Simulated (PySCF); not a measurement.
**NEVPT2(2,4)/def2-SVP run of C3H4BO+ (SMILES BOc1c[cH+]1)**

What is the vertical ionisation energy of C3H4BO+ at NEVPT2(2,4)/def2-SVP? The job is set up through a Python script.

Program for the calculation: PySCF 2.14.0.

2 further runs of the same task are left out: 2 set aside as unsound or not needed.

**1. Starting point**

The species is C3H4BO+ (9 atoms), meant as a singlet with charge +1. As SMILES, `BOc1c[cH+]1`. The shape is that of a GFN2-xTB optimisation. This is one conformer, not always the lowest.

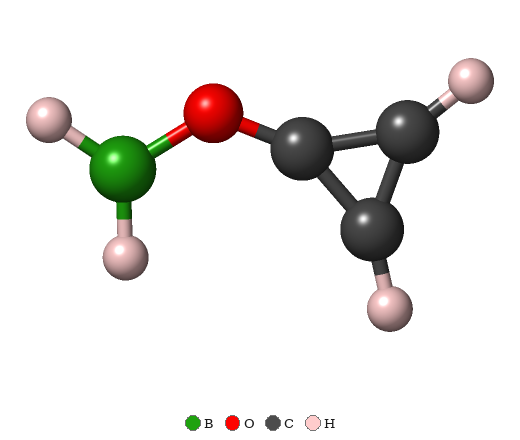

The structure, seen from a chosen angle (boron green, oxygen red, carbon dark grey, hydrogen pink).

**2. The energy at NEVPT2(2,4)/def2-SVP**

Contents of calc.py:

```python
# BOc1c[cH+]1
import numpy
from pyscf import gto, scf, mp, mcscf, mrpt

mol = gto.Mole()
mol.atom = '''
B     -0.242950     0.881770     1.737170
O     -0.107640     1.044060     0.353130
C      0.042650     0.127440    -0.489370
C      0.179230    -1.220260    -0.849210
C      0.203160    -0.256700    -1.820990
H     -0.366030     1.878000     2.324820
H     -0.227610    -0.187800     2.207470
H      0.232570    -2.261910    -0.603970
H      0.286620    -0.004600    -2.859040
'''
mol.charge = 1
mol.basis = 'def2-svp'
mol.verbose = 4
mol.max_memory = 1860
mol.build()

hf = scf.RHF(mol)
hf.conv_tol = 1e-10
hf.kernel()
if not hf.converged:
    hf = hf.newton().run(hf.mo_coeff, hf.mo_occ)

pt = mp.MP2(scf.addons.convert_to_uhf(hf)).run()
noons, natorbs = mcscf.addons.make_natural_orbitals(pt)
print('natural occupations', numpy.round(noons[:40], 4))
cas = mcscf.CASSCF(hf, 4, 2)
cas.fix_spin_(ss=0.0)
cas.natorb = True
cas.kernel(natorbs)
e_pt2 = mrpt.NEVPT(cas).kernel()
e_final = cas.e_tot + e_pt2
print('Final energy', e_final)
```

Started as:

```console
$ OMP_NUM_THREADS=1 python calc.py
```

Log:

```text
PySCF version 2.14.0

[INPUT] num. atoms = 9
[INPUT] num. electrons = 34
[INPUT] charge = 1
[INPUT] spin (= nelec alpha-beta = 2S) = 0
[INPUT] symmetry False subgroup None
[INPUT] Mole.unit = angstrom
[INPUT] Symbol           X                Y                Z      unit          X                Y                Z       unit  Magmom
[INPUT]  1 B     -0.242950000000   0.881770000000   1.737170000000 AA   -0.459108961963   1.666303804858   3.282775531811 Bohr   0.0
[INPUT]  2 O     -0.107640000000   1.044060000000   0.353130000000 AA   -0.203410120048   1.972987457613   0.667318986368 Bohr   0.0
[INPUT]  3 C      0.042650000000   0.127440000000  -0.489370000000 AA    0.080596819213   0.240826697315  -0.924775273578 Bohr   0.0
[INPUT]  4 C      0.179230000000  -1.220260000000  -0.849210000000 AA    0.338695613306  -2.305957200762  -1.604774322242 Bohr   0.0
[INPUT]  5 C      0.203160000000  -0.256700000000  -1.820990000000 AA    0.383916759467  -0.485092696176  -3.441172375572 Bohr   0.0
[INPUT]  6 H     -0.366030000000   1.878000000000   2.324820000000 AA   -0.691696453375   3.548905661933   4.393273088911 Bohr   0.0
[INPUT]  7 H     -0.227610000000  -0.187800000000   2.207470000000 AA   -0.430120563212  -0.354890566193   4.171513728194 Bohr   0.0
[INPUT]  8 H      0.232570000000  -2.261910000000  -0.603970000000 AA    0.439493604790  -4.274390418415  -1.141337887454 Bohr   0.0
[INPUT]  9 H      0.286620000000  -0.004600000000  -2.859040000000 AA    0.541633301823  -0.008692740173  -5.402802579176 Bohr   0.0

nuclear repulsion = 141.504973114339
number of shells = 42
number of NR pGTOs = 148
number of NR cGTOs = 90
basis = def2-svp
ecp = {}

******** <class 'pyscf.scf.hf.RHF'> ********
method = RHF
initial guess = minao
damping factor = 0
level_shift factor = 0
DIIS = <class 'pyscf.scf.diis.CDIIS'>
diis_start_cycle = 1
diis_space = 8
diis_damp = 0
SCF conv_tol = 1e-10
SCF conv_tol_grad = None
SCF max_cycles = 50
direct_scf = True
direct_scf_tol = 1e-13
Set gradient conv threshold to 1e-05
Initial guess from minao.
init E= -216.591596478188
  HOMO = -0.294898119679732  LUMO = 0.00780316960179839  gap/eV = 8.23692
cycle= 1 E= -214.875430337543  delta_E= 1.72  |g|= 0.633  |ddm|= 3.06
  HOMO = -0.685150151167166  LUMO = -0.189620800916098  gap/eV = 13.48404
cycle= 2 E= -214.986275946627  delta_E= -0.111  |g|= 0.263  |ddm|= 0.836
  HOMO = -0.679332011451256  LUMO = -0.117226020736627  gap/eV = 15.29568
cycle= 3 E= -215.001678424264  delta_E= -0.0154  |g|= 0.0781  |ddm|= 0.308
  HOMO = -0.669664110426132  LUMO = -0.109728159623735  gap/eV = 15.23663
cycle= 4 E= -215.003204965073  delta_E= -0.00153  |g|= 0.0191  |ddm|= 0.105
  HOMO = -0.672585438973804  LUMO = -0.112115010551089  gap/eV = 15.25118
cycle= 5 E= -215.003308272787  delta_E= -0.000103  |g|= 0.00402  |ddm|= 0.0261
  HOMO = -0.672963928903749  LUMO = -0.112312731447399  gap/eV = 15.25610
cycle= 6 E= -215.003313777266  delta_E= -5.5e-06  |g|= 0.0013  |ddm|= 0.00661
  HOMO = -0.67304951164208  LUMO = -0.112192268160473  gap/eV = 15.26170
cycle= 7 E= -215.003314398143  delta_E= -6.21e-07  |g|= 0.000374  |ddm|= 0.00262
  HOMO = -0.673022769122746  LUMO = -0.112227364631777  gap/eV = 15.26002
cycle= 8 E= -215.00331447735  delta_E= -7.92e-08  |g|= 0.000101  |ddm|= 0.00111
  HOMO = -0.67303389033804  LUMO = -0.112216505921591  gap/eV = 15.26062
cycle= 9 E= -215.003314484174  delta_E= -6.82e-09  |g|= 2.78e-05  |ddm|= 0.000255
  HOMO = -0.67303267641165  LUMO = -0.112218814117754  gap/eV = 15.26052
cycle= 10 E= -215.003314484912  delta_E= -7.37e-10  |g|= 8.98e-06  |ddm|= 7.21e-05
  HOMO = -0.67303300968729  LUMO = -0.112218814551579  gap/eV = 15.26053
cycle= 11 E= -215.003314484986  delta_E= -7.45e-11  |g|= 2.51e-06  |ddm|= 2.67e-05
  HOMO = -0.673033156999787  LUMO = -0.112218881694823  gap/eV = 15.26053
Extra cycle  E= -215.003314484991  delta_E= -4.38e-12  |g|= 1.45e-06  |ddm|= 3.93e-06
converged SCF energy = -215.003314484991

******** <class 'pyscf.mp.ump2.UMP2'> ********
nocc = (np.int64(17), np.int64(17)), nmo = (90, 90)
E(UMP2) = -215.626811457715  E_corr = -0.623496972724727
E(SCS-UMP2) = -215.617180938326  E_corr = -0.613866453335385
E_corr(same-spin) = -0.154996054539562
E_corr(oppo-spin) = -0.468500918185165
natural occupations [1.9999 1.9998 1.9998 1.9998 1.9998 1.9868 1.983  1.9786 1.9773 1.9754
 1.9705 1.9681 1.9638 1.9602 1.9548 1.9539 1.9292 0.0423 0.0362 0.0349
 0.0286 0.0219 0.0192 0.0187 0.0166 0.0142 0.0134 0.0127 0.0094 0.0091
 0.0083 0.0082 0.0077 0.0072 0.0069 0.0059 0.0054 0.0049 0.0048 0.0045]

******** <class 'pyscf.mcscf.mc1step.CASSCF'> ********
CAS (1e+1e, 4o), ncore = 16, nvir = 70
max_cycle_macro = 50
max_cycle_micro = 4
conv_tol = 1e-07
conv_tol_grad = None
orbital rotation max_stepsize = 0.02
orbital rotation threshold for CI restart = 0.01
augmented hessian ah_max_cycle = 30
augmented hessian ah_conv_tol = 1e-12
augmented hessian ah_linear dependence = 1e-14
augmented hessian ah_level shift = 1e-08
augmented hessian ah_start_tol = 2.5
augmented hessian ah_start_cycle = 3
augmented hessian ah_grad_trust_region = 3
kf_trust_region = 3
kf_interval = 4
ci_response_space = 4
ci_grad_trust_region = 3
with_dep4 0
natorb = True
canonicalization = True
sorting_mo_energy = False
ao2mo_level = 2
internal_rotation = False
******** <class 'pyscf.fci.addons.SpinPenaltyFCISolver'> ********
max. cycles = 50
conv_tol = 1e-08
davidson only = True
linear dependence = 1e-12
level shift = 0.001
max iter space = 12
nroots = 1
pspace_size = 400
spin = None
CASCI E = -215.022488797387  S^2 = 0.0000000
Set conv_tol_grad to 0.000316228
macro iter   1 ( 21 JK    4 micro), CASSCF E = -215.026716082021  dE = -4.22728463e-03  S^2 = 0.0000000
               |grad[o]|=0.031  |grad[c]|=0.00821  |ddm|=0.012  |maxRot[o]|=0.313
macro iter   2 ( 21 JK    4 micro), CASSCF E = -215.026989998747  dE = -2.73916726e-04  S^2 = 0.0000000
               |grad[o]|=0.0119  |grad[c]|=0.00153  |ddm|=0.0012  |maxRot[o]|=0.202
macro iter   3 ( 21 JK    4 micro), CASSCF E = -215.027586582540  dE = -5.96583793e-04  S^2 = 0.0000000
               |grad[o]|=0.00677  |grad[c]|=0.005  |ddm|=0.000888  |maxRot[o]|=0.308
macro iter   4 ( 21 JK    4 micro), CASSCF E = -215.028488588760  dE = -9.02006220e-04  S^2 = 0.0000000
               |grad[o]|=0.00509  |grad[c]|=0.00387  |ddm|=0.001  |maxRot[o]|=0.307
macro iter   5 ( 17 JK    4 micro), CASSCF E = -215.028799778198  dE = -3.11189438e-04  S^2 = 0.0000000
               |grad[o]|=0.00308  |grad[c]|=0.000857  |ddm|=0.00157  |maxRot[o]|= 0.18
macro iter   6 (  5 JK    1 micro), CASSCF E = -215.028801589096  dE = -1.81089791e-06  S^2 = 0.0000000
               |grad[o]|=0.000155  |grad[c]|=0.000171  |ddm|=0.000135  |maxRot[o]|=0.0149
macro iter   7 (  3 JK    1 micro), CASSCF E = -215.028801593976  dE = -4.87938223e-09  S^2 = 0.0000000
               |grad[o]|=5.66e-05  |grad[c]|=3.25e-05  |ddm|=3.94e-05  |maxRot[o]|=0.000535
1-step CASSCF converged in   7 macro (109 JK  22 micro) steps
CASSCF canonicalization
Natural occ [1.94622042 0.03649563 0.01515161 0.00213235]
Natural orbital (expansion on meta-Lowdin AOs) in CAS space
               #1        #2        #3        #4
0 B 1s          -0.00000   0.00000  -0.00001  -0.00037
0 B 2s          -0.00025   0.00005  -0.00041   0.00108
0 B 3s           0.00003  -0.00004  -0.00000  -0.01943
0 B 2px         -0.06081  -0.00556  -0.09983   0.00207
0 B 2py         -0.00390  -0.00028  -0.00627  -0.00647
0 B 2pz         -0.00663  -0.00069  -0.01097  -0.01735
0 B 3px          0.00767   0.00125   0.01105  -0.00052
0 B 3py          0.00073   0.00017   0.00116  -0.00384
0 B 3pz          0.00076   0.00014   0.00107   0.01040
0 B 3dxy         0.00031   0.00027  -0.00155  -0.00049
0 B 3dyz        -0.00058   0.00003  -0.00124   0.00276
0 B 3dz^2       -0.00170  -0.00000  -0.00293   0.00067
0 B 3dxz        -0.00904   0.00003  -0.01554  -0.00049
0 B 3dx2-y2      0.00092  -0.00004   0.00187  -0.00141
1 O 1s          -0.00000   0.00000  -0.00000   0.00005
1 O 2s           0.00041   0.00005   0.00068   0.04602
1 O 3s           0.00012   0.00001   0.00022  -0.01446
1 O 2px          0.15074   0.00625   0.27729   0.00720
1 O 2py          0.01127   0.00048   0.02078  -0.04380
1 O 2pz          0.01511   0.00062   0.02784  -0.04012
1 O 3px          0.03043   0.00173   0.06786   0.00020
1 O 3py          0.00224   0.00012   0.00498   0.00271
1 O 3pz          0.00303   0.00019   0.00672  -0.00449
1 O 3dxy        -0.00225  -0.00046  -0.00922  -0.00041
1 O 3dyz        -0.00008  -0.00001  -0.00095   0.00386
1 O 3dz^2        0.00041   0.00008   0.00009  -0.00295
1 O 3dxz         0.00242   0.00050   0.00055   0.00023
1 O 3dx2-y2      0.00007   0.00002   0.00127  -0.00033
2 C 1s           0.00000   0.00000   0.00000  -0.00121
2 C 2s           0.00017  -0.00011   0.00031  -0.02607
2 C 3s           0.00011   0.00000   0.00022  -0.23130
2 C 2px         -0.46973  -0.01847  -0.78335   0.00804
2 C 2py         -0.03503  -0.00121  -0.05836  -0.05445
2 C 2pz         -0.04636  -0.00193  -0.07723  -0.04347
2 C 3px          0.02449   0.00097  -0.02485  -0.04152
2 C 3py          0.00184   0.00009  -0.00193   0.24354
2 C 3pz          0.00251   0.00006  -0.00235   0.23650
2 C 3dxy         0.03552  -0.04358   0.06954  -0.03156
2 C 3dyz         0.00614  -0.00071   0.01174   0.00209
2 C 3dz^2        0.00595   0.00822   0.01111   0.12017
2 C 3dxz         0.03409   0.04785   0.06376  -0.04174
2 C 3dx2-y2     -0.00879   0.00178  -0.01682  -0.20590
3 C 1s          -0.00001  -0.00000   0.00000  -0.00118
3 C 2s          -0.00032   0.00036   0.00006  -0.16204
3 C 3s           0.00002   0.00002   0.00006  -0.31217
3 C 2px         -0.60580   0.70420   0.33184   0.00478
3 C 2py         -0.04538   0.05272   0.02471  -0.02483
3 C 2pz         -0.05993   0.06966   0.03266  -0.02736
3 C 3px          0.01470  -0.01405  -0.04064   0.01313
3 C 3py          0.00110  -0.00101  -0.00293  -0.29622
3 C 3pz          0.00146  -0.00143  -0.00400   0.08905
3 C 3dxy        -0.04371   0.04097  -0.00888  -0.04710
3 C 3dyz        -0.00333   0.00579  -0.00936  -0.00469
3 C 3dz^2        0.00229   0.00385  -0.01914   0.18456
3 C 3dxz         0.01354   0.02223  -0.11048  -0.06325
3 C 3dx2-y2      0.00526  -0.00835   0.01264  -0.31263
4 C 1s          -0.00000   0.00000  -0.00000  -0.00122
4 C 2s          -0.00012  -0.00017   0.00017  -0.15350
4 C 3s           0.00006   0.00003   0.00017  -0.30471
4 C 2px         -0.60155  -0.69218   0.36222   0.00452
4 C 2py         -0.04489  -0.05177   0.02710  -0.02912
4 C 2pz         -0.05943  -0.06841   0.03584  -0.02314
4 C 3px          0.01712   0.01353  -0.03869   0.02240
4 C 3py          0.00129   0.00101  -0.00286   0.08869
4 C 3pz          0.00171   0.00134  -0.00367  -0.29529
4 C 3dxy         0.01336  -0.02498  -0.10918  -0.04683
4 C 3dyz        -0.00199  -0.00574  -0.01127  -0.00603
4 C 3dz^2       -0.00753  -0.00741  -0.00100   0.17497
4 C 3dxz        -0.04363  -0.04261  -0.00444  -0.06124
4 C 3dx2-y2      0.00239   0.00807   0.01707  -0.31144
5 H 1s          -0.00012  -0.00010  -0.00025   0.00347
5 H 2s          -0.00009  -0.00001  -0.00018   0.00907
5 H 2px         -0.00107  -0.00003  -0.00205  -0.00001
5 H 2py         -0.00003   0.00001  -0.00007  -0.00134
5 H 2pz         -0.00011  -0.00000  -0.00021   0.00063
6 H 1s           0.00020   0.00012   0.00049   0.00010
6 H 2s           0.00002   0.00000   0.00013   0.01280
6 H 2px         -0.00124  -0.00020  -0.00214   0.00029
6 H 2py         -0.00005   0.00001  -0.00005  -0.00096
6 H 2pz         -0.00013  -0.00003  -0.00022  -0.00243
7 H 1s          -0.00006  -0.00015  -0.00008   0.12467
7 H 2s           0.00000   0.00003   0.00002  -0.10021
7 H 2px          0.00036  -0.00433  -0.00553  -0.00089
7 H 2py          0.00002  -0.00033  -0.00042   0.02534
7 H 2pz          0.00003  -0.00043  -0.00053  -0.00979
8 H 1s          -0.00005   0.00003  -0.00012   0.12160
8 H 2s           0.00000  -0.00000   0.00004  -0.09742
8 H 2px          0.00056   0.00465  -0.00641  -0.00173
8 H 2py          0.00004   0.00035  -0.00046  -0.00945
8 H 2pz          0.00005   0.00046  -0.00064   0.02475
<CAS-nat-orb|mo-hf>  17     16      -0.92250491
<CAS-nat-orb|mo-hf>  18     18       0.83504139
<CAS-nat-orb|mo-hf>  18     19      -0.43764943
<CAS-nat-orb|mo-hf>  19     19       0.63007287
<CAS-nat-orb|mo-hf>  19     20      -0.65205975
<CAS-nat-orb|mo-hf>  20     39       0.47242135
CASSCF energy = -215.028801593976
CASCI E = -215.028801593976  E(CI) = -1.91852784743634  S^2 = 0.0000000

******** <class 'pyscf.mrpt.nevpt2.NEVPT'> ********
NEVPT2 (1e+1e, 4o), ncore = 16, nvir = 70
root = 0
Natural occ [1.94622042 0.03649563 0.01515161 0.00213235]
Natural orbital (expansion on meta-Lowdin AOs) in CAS space
               #1        #2        #3        #4
0 B 1s          -0.00000   0.00000  -0.00001  -0.00037
0 B 2s          -0.00025   0.00005  -0.00041   0.00108
0 B 3s           0.00003  -0.00004  -0.00000  -0.01943
0 B 2px         -0.06081  -0.00556  -0.09983   0.00207
0 B 2py         -0.00390  -0.00028  -0.00627  -0.00647
0 B 2pz         -0.00663  -0.00069  -0.01097  -0.01735
0 B 3px          0.00767   0.00125   0.01105  -0.00052
0 B 3py          0.00073   0.00017   0.00116  -0.00384
0 B 3pz          0.00076   0.00014   0.00107   0.01040
0 B 3dxy         0.00031   0.00027  -0.00155  -0.00049
0 B 3dyz        -0.00058   0.00003  -0.00124   0.00276
0 B 3dz^2       -0.00170  -0.00000  -0.00293   0.00067
0 B 3dxz        -0.00904   0.00003  -0.01554  -0.00049
0 B 3dx2-y2      0.00092  -0.00004   0.00187  -0.00141
1 O 1s          -0.00000   0.00000  -0.00000   0.00005
1 O 2s           0.00041   0.00005   0.00068   0.04602
1 O 3s           0.00012   0.00001   0.00022  -0.01446
1 O 2px          0.15074   0.00625   0.27729   0.00720
1 O 2py          0.01127   0.00048   0.02078  -0.04380
1 O 2pz          0.01511   0.00062   0.02784  -0.04012
1 O 3px          0.03043   0.00173   0.06786   0.00020
1 O 3py          0.00224   0.00012   0.00498   0.00271
1 O 3pz          0.00303   0.00019   0.00672  -0.00449
1 O 3dxy        -0.00225  -0.00046  -0.00922  -0.00041
1 O 3dyz        -0.00008  -0.00001  -0.00095   0.00386
1 O 3dz^2        0.00041   0.00008   0.00009  -0.00295
1 O 3dxz         0.00242   0.00050   0.00055   0.00023
1 O 3dx2-y2      0.00007   0.00002   0.00127  -0.00033
2 C 1s           0.00000   0.00000   0.00000  -0.00121
2 C 2s           0.00017  -0.00011   0.00031  -0.02607
2 C 3s           0.00011   0.00000   0.00022  -0.23130
2 C 2px         -0.46973  -0.01847  -0.78335   0.00804
2 C 2py         -0.03503  -0.00121  -0.05836  -0.05445
2 C 2pz         -0.04636  -0.00193  -0.07723  -0.04347
2 C 3px          0.02449   0.00097  -0.02485  -0.04152
2 C 3py          0.00184   0.00009  -0.00193   0.24354
2 C 3pz          0.00251   0.00006  -0.00235   0.23650
2 C 3dxy         0.03552  -0.04358   0.06954  -0.03156
2 C 3dyz         0.00614  -0.00071   0.01174   0.00209
2 C 3dz^2        0.00595   0.00822   0.01111   0.12017
2 C 3dxz         0.03409   0.04785   0.06376  -0.04174
2 C 3dx2-y2     -0.00879   0.00178  -0.01682  -0.20590
3 C 1s          -0.00001  -0.00000   0.00000  -0.00118
3 C 2s          -0.00032   0.00036   0.00006  -0.16204
3 C 3s           0.00002   0.00002   0.00006  -0.31217
3 C 2px         -0.60580   0.70420   0.33184   0.00478
3 C 2py         -0.04538   0.05272   0.02471  -0.02483
3 C 2pz         -0.05993   0.06966   0.03266  -0.02736
3 C 3px          0.01470  -0.01405  -0.04064   0.01313
3 C 3py          0.00110  -0.00101  -0.00293  -0.29622
3 C 3pz          0.00146  -0.00143  -0.00400   0.08905
3 C 3dxy        -0.04371   0.04097  -0.00888  -0.04710
3 C 3dyz        -0.00333   0.00579  -0.00936  -0.00469
3 C 3dz^2        0.00229   0.00385  -0.01914   0.18456
3 C 3dxz         0.01354   0.02223  -0.11048  -0.06325
3 C 3dx2-y2      0.00526  -0.00835   0.01264  -0.31263
4 C 1s          -0.00000   0.00000  -0.00000  -0.00122
4 C 2s          -0.00012  -0.00017   0.00017  -0.15350
4 C 3s           0.00006   0.00003   0.00017  -0.30471
4 C 2px         -0.60155  -0.69218   0.36222   0.00452
4 C 2py         -0.04489  -0.05177   0.02710  -0.02912
4 C 2pz         -0.05943  -0.06841   0.03584  -0.02314
4 C 3px          0.01712   0.01353  -0.03869   0.02240
4 C 3py          0.00129   0.00101  -0.00286   0.08869
4 C 3pz          0.00171   0.00134  -0.00367  -0.29529
4 C 3dxy         0.01336  -0.02498  -0.10918  -0.04683
4 C 3dyz        -0.00199  -0.00574  -0.01127  -0.00603
4 C 3dz^2       -0.00753  -0.00741  -0.00100   0.17497
4 C 3dxz        -0.04363  -0.04261  -0.00444  -0.06124
4 C 3dx2-y2      0.00239   0.00807   0.01707  -0.31144
5 H 1s          -0.00012  -0.00010  -0.00025   0.00347
5 H 2s          -0.00009  -0.00001  -0.00018   0.00907
5 H 2px         -0.00107  -0.00003  -0.00205  -0.00001
5 H 2py         -0.00003   0.00001  -0.00007  -0.00134
5 H 2pz         -0.00011  -0.00000  -0.00021   0.00063
6 H 1s           0.00020   0.00012   0.00049   0.00010
6 H 2s           0.00002   0.00000   0.00013   0.01280
6 H 2px         -0.00124  -0.00020  -0.00214   0.00029
6 H 2py         -0.00005   0.00001  -0.00005  -0.00096
6 H 2pz         -0.00013  -0.00003  -0.00022  -0.00243
7 H 1s          -0.00006  -0.00015  -0.00008   0.12467
7 H 2s           0.00000   0.00003   0.00002  -0.10021
7 H 2px          0.00036  -0.00433  -0.00553  -0.00089
7 H 2py          0.00002  -0.00033  -0.00042   0.02534
7 H 2pz          0.00003  -0.00043  -0.00053  -0.00979
8 H 1s          -0.00005   0.00003  -0.00012   0.12160
8 H 2s           0.00000  -0.00000   0.00004  -0.09742
8 H 2px          0.00056   0.00465  -0.00641  -0.00173
8 H 2py          0.00004   0.00035  -0.00046  -0.00945
8 H 2pz          0.00005   0.00046  -0.00064   0.02475
<CAS-nat-orb|mo-hf>  17     16      -0.92250491
<CAS-nat-orb|mo-hf>  18     18       0.83504139
<CAS-nat-orb|mo-hf>  18     19      -0.43764943
<CAS-nat-orb|mo-hf>  19     19       0.63007287
<CAS-nat-orb|mo-hf>  19     20      -0.65205975
<CAS-nat-orb|mo-hf>  20     39       0.47242135
Sr    (-1)',   E = -0.00000000001591
Si    (+1)',   E = -0.00565852040376
Sijrs (0)  ,   E = -0.43534846019664
Sijr  (+1) ,   E = -0.04261447229285
Srsi  (-1) ,   E = -0.03801334101104
Srs   (-2) ,   E = -0.00215946952133
Sij   (+2) ,   E = -0.00552244373030
Sir   (0)' ,   E = -0.07121146527577
Nevpt2 Energy = -0.600528172447593
Final energy -215.6293297664233
```

Wall time 18 s (1 thread of Arm Neoverse V1, shared host); peak memory 0.27 GiB.

**3. Doublet [C3H4BO]2+ at the same level**

Contents of input.xyz:

```xyz
9
C3H4BO
B     -0.242950     0.881770     1.737170
O     -0.107640     1.044060     0.353130
C      0.042650     0.127440    -0.489370
C      0.179230    -1.220260    -0.849210
C      0.203160    -0.256700    -1.820990
H     -0.366030     1.878000     2.324820
H     -0.227610    -0.187800     2.207470
H      0.232570    -2.261910    -0.603970
H      0.286620    -0.004600    -2.859040
```

Contents of input.py:

```python
import numpy
from pyscf import gto, scf, mp, mcscf, mrpt

mol = gto.M(
    atom='input.xyz',
    max_memory=1860,
    spin=1,
    charge=2,
    verbose=3,
    basis='def2-svp',
)

mf = scf.ROHF(mol)
mf.conv_tol = 1e-10
mf.kernel()
if not mf.converged:
    mf = mf.newton().run(mf.mo_coeff, mf.mo_occ)

pt = mp.MP2(scf.addons.convert_to_uhf(mf)).run()
noons, natorbs = mcscf.addons.make_natural_orbitals(pt)
print('natural occupations', numpy.round(noons[:40], 4))
cas = mcscf.CASSCF(mf, 4, 1)
cas.fix_spin_(ss=0.75)
cas.natorb = True
cas.kernel(natorbs)
e_pt2 = mrpt.NEVPT(cas).kernel()
etot = cas.e_tot + e_pt2
print('Final energy', etot)
```

Started as:

```console
$ OMP_NUM_THREADS=1 python input.py
```

Log:

```text
converged SCF energy = -214.360195489237
E(UMP2) = -214.981192398849  E_corr = -0.620996909612498
E(SCS-UMP2) = -214.968360116266  E_corr = -0.608164627028958
natural occupations [1.9999 1.9998 1.9998 1.9998 1.9998 1.9857 1.9827 1.9757 1.9753 1.9691
 1.9631 1.9616 1.9564 1.9536 1.9528 1.9267 1.0128 0.0443 0.0332 0.033
 0.0293 0.0221 0.0198 0.0189 0.0178 0.0135 0.0126 0.0117 0.0088 0.0086
 0.0083 0.0074 0.0071 0.0069 0.006  0.0054 0.0046 0.0046 0.0044 0.0043]

WARN: Active orbitals [1 2 3] (occs = [ 2.66925368e-26 -1.06261539e-23 -1.99303249e-23]) are canonicalized with external orbitals

CASSCF energy = -214.360195518150
CASCI E = -214.360195518150  E(CI) = -1.02844018074131  S^2 = 0.7500000

WARN: Active orbitals [1 2 3] (occs = [ 6.74030671e-39 -4.92452937e-55 -6.52212555e-55]) are canonicalized with external orbitals

Sr    (-1)',   E = -0.00000000206890
Si    (+1)',   E = -0.00019993515541
Sijrs (0)  ,   E = -0.39474148930178
Sijr  (+1) ,   E = -0.14310043468970
Srsi  (-1) ,   E = -0.04002253197628
Srs   (-2) ,   E = -0.00000000000000
Sij   (+2) ,   E = -0.02208955227135
Sir   (0)' ,   E = -0.02261733861321
Nevpt2 Energy = -0.622771284076633
Final energy -214.9829668022271
```

Run time: 25 s. Hardware: 1 thread of Arm Neoverse V1, shared host; peak memory 0.29 GiB.

**4. Results**

At NEVPT2(2,4)/def2-SVP:

```
                                              quantity          value
                         singlet C3H4BO+: total energy  -215.62933 Eh
  singlet C3H4BO+: HOMO energy (Hartree–Fock orbitals)      -18.31 eV
  singlet C3H4BO+: LUMO energy (Hartree–Fock orbitals)       -3.05 eV
singlet C3H4BO+: HOMO–LUMO gap (Hartree–Fock orbitals)       15.26 eV
                      doublet [C3H4BO]2+: total energy  -214.98297 Eh
  vertical ionisation energy (to the doublet dication)      17.588 eV
```

What this shows: Removing an electron at fixed nuclei costs 17.59 eV (1697 kJ/mol).
